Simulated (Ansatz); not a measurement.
## What a change does: single-point calculation on SiSBrCl

System: SiSBrCl, SMILES S=[Si](Cl)Br.
Method of the first run: RKS CAM-B3LYP-D4/def2-SVP (Ansatz 0.2.0).

Text and figures count atoms from 1; the logs count them from 0 in places.

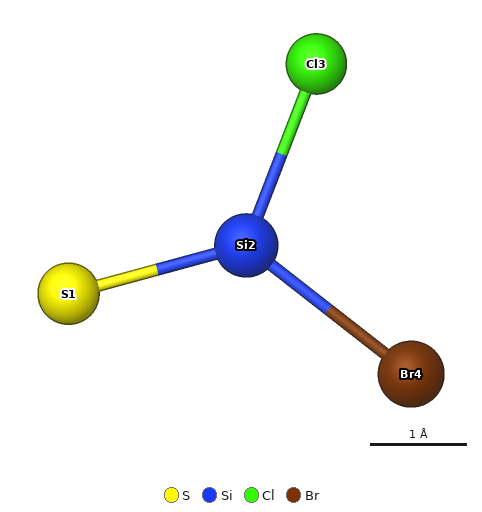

**Figure 1.** The input geometry (ball-and-stick view, seen on its broad side; atoms are numbered from 1 in the order of the input). Bond lengths as drawn: Br–Si 2.19 Å, Cl–Si 2.04 Å and S–Si 1.93 Å.

The input, the first run:
```yaml
crystal:
  periodic: [false, false, false]
  atoms:
    - { symbol: S, position_ang: [-0.294123, -2.043474, 0.250743] }
    - { symbol: Si, position_ang: [-0.002444, -0.145714, 0.035859] }
    - { symbol: Cl, position_ang: [1.352582, 0.989934, 1.05236] }
    - { symbol: Br, position_ang: [-1.055893, 1.200017, -1.33902] }
basis:
  gaussian: { orbitals: def2-SVP }
hamiltonian:
  xc: { name: CAM-B3LYP }
  dispersion: d4
output:
  forces: true
```

Launched with:
```bash
ansatz run input.yaml --threads 1 --pin off --max-ram 2560MiB --backend cpu --events-out ev --progress --plain --runs-dir out
```

Hardware: 1 thread of Arm Neoverse V1, 24 GiB of memory available, shared host.

Output (the first run):
```
Engine: ansatz 0.2.0, aarch64-unknown-linux-gnu
Functional definition: CAM-B3LYP
  parameter alpha = 0.19
  parameter beta = 0.46
  parameter omega = 0.33/bohr
  parameter ac = 0.81
  exchange = (1 - alpha - beta)*b88_x + beta*b88_x_sr(omega) + alpha*exact_x + beta*exact_x_lr(omega)
  correlation = (1 - ac)*vwn5_c + ac*lyp_c
787 factors; integrals over basis functions are off by at most 9.2e-4 eV
256 factors; integrals over basis functions are off by at most 6.5e-6 eV
mean field evaluation 1: about -101268.6726 eV, gradient 2.3e1 eV
mean field evaluation 2: about -101267.2777 eV, gradient 3.3e1 eV
mean field evaluation 4: about -101270.4064 eV, gradient 7.3e-1 eV
mean field evaluation 8: about -101270.4191 eV, gradient 2.3e-2 eV
mean field evaluation 16: about -101270.4191 eV, gradient 2.7e-5 eV
mean field -101270.41908354 eV, -3721.6192577647 hartree, gradient 2.7e-5 eV, S^2 0.000000; 0 other end points of the search recorded, 0 dependent functions left out
the calculation of the forces begins
reference -101270.41918954 eV, -3721.6192616600 hartree; 41, 41 occupied and 45, 45 virtual orbitals, 787 factors
Total energy: -101270.59517977 eV, -3721.6257291817 hartree
Atom 0 at    -0.294123    -2.043474     0.250743 Å, force     0.021053     0.134571    -0.014879 eV/Å
Atom 1 at    -0.002444    -0.145714     0.035859 Å, force     0.000668    -0.042047     0.011678 eV/Å
Atom 2 at     1.352582     0.989934     1.052360 Å, force    -0.056920    -0.047932    -0.042640 eV/Å
Atom 3 at    -1.055893     1.200017    -1.339020 Å, force     0.035199    -0.044592     0.045841 eV/Å
Dipole moment:     0.031191     0.381990    -0.069947 e Å
```

For the second run the input was changed thus:
```diff
-    - { symbol: S, position_ang: [-0.294123, -2.043474, 0.250743] }
+    - { symbol: S, position_ang: [0.137892, -1.828133, -0.180203] }
-    - { symbol: Cl, position_ang: [1.352582, 0.989934, 1.05236] }
-    - { symbol: Br, position_ang: [-1.055893, 1.200017, -1.33902] }
+    - { symbol: Cl, position_ang: [1.540046, 0.695706, 0.467817] }
+    - { symbol: Br, position_ang: [-0.451161, 0.87242, -1.581863] }
```

What does this change do to the results?

On the same kind of shared host the second run took about 0.013 times as long.

Output (the second run):
```
Engine: ansatz 0.2.0, aarch64-unknown-linux-gnu
Functional definition: CAM-B3LYP
  parameter alpha = 0.19
  parameter beta = 0.46
  parameter omega = 0.33/bohr
  parameter ac = 0.81
  exchange = (1 - alpha - beta)*b88_x + beta*b88_x_sr(omega) + alpha*exact_x + beta*exact_x_lr(omega)
  correlation = (1 - ac)*vwn5_c + ac*lyp_c
790 factors; integrals over basis functions are off by at most 6.7e-4 eV
257 factors; integrals over basis functions are off by at most 4.8e-6 eV
mean field evaluation 1: about -101264.4217 eV, gradient 2.3e1 eV
mean field evaluation 2: about -101264.3428 eV, gradient 2.4e1 eV
mean field evaluation 4: about -101265.9962 eV, gradient 7.0e-1 eV
mean field evaluation 8: about -101266.0149 eV, gradient 3.4e-2 eV
mean field evaluation 16: about -101266.0149 eV, gradient 5.6e-5 eV
mean field -101266.01488137 eV, -3721.4574063203 hartree, gradient 5.6e-5 eV, S^2 0.000000; 0 other end points of the search recorded, 0 dependent functions left out
the calculation of the forces begins
reference -101266.01498227 eV, -3721.4574100281 hartree; 41, 41 occupied and 45, 45 virtual orbitals, 790 factors
Total energy: -101266.20506236 eV, -3721.4643953426 hartree
Atom 0 at     0.137892    -1.828133    -0.180203 Å, force    -0.394135   -14.550956    -0.330302 eV/Å
Atom 1 at    -0.002444    -0.145714     0.035859 Å, force    -3.568152     5.221619     2.185484 eV/Å
Atom 2 at     1.540046     0.695706     0.467817 Å, force     7.502873     4.821008     4.152092 eV/Å
Atom 3 at    -0.451161     0.872420    -1.581863 Å, force    -3.540587     4.508329    -6.007274 eV/Å
Dipole moment:    -0.100534     0.415499     0.152979 e Å
```

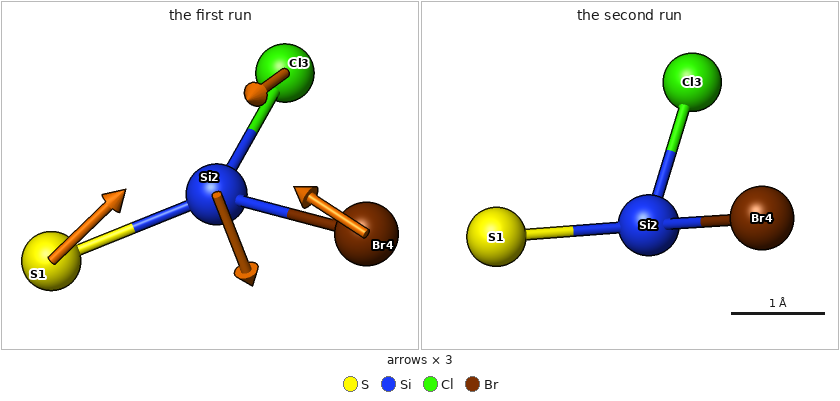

**Figure 2.** The two input geometries at one scale (ball-and-stick view, seen at a tilt). The orange arrows on the first give the shifts of the atoms after the best rigid fit, magnified 3 times. The largest move after the best rigid fit is that of Si2, 0.44 Å. By element the largest moves are Si 0.44 Å, S 0.39 Å, Cl 0.35 Å, Br 0.35 Å. Among the contacts that change: Si2–Br4 2.193 → 1.963 Å, Si2–Cl3 2.039 → 1.809 Å, S1–Si2 1.932 → 1.702 Å.

The two runs side by side:

| quantity | the first run | the second run |
| --- | --- | --- |
| outcome | converged | converged |
| total energy (hartree) | – | −3721.464395 |
| largest force (eV/Å) | – | 14.560 |
| basis functions | – | 86 |
| wall time (shared host) | 5.8 min | 4.7 s |
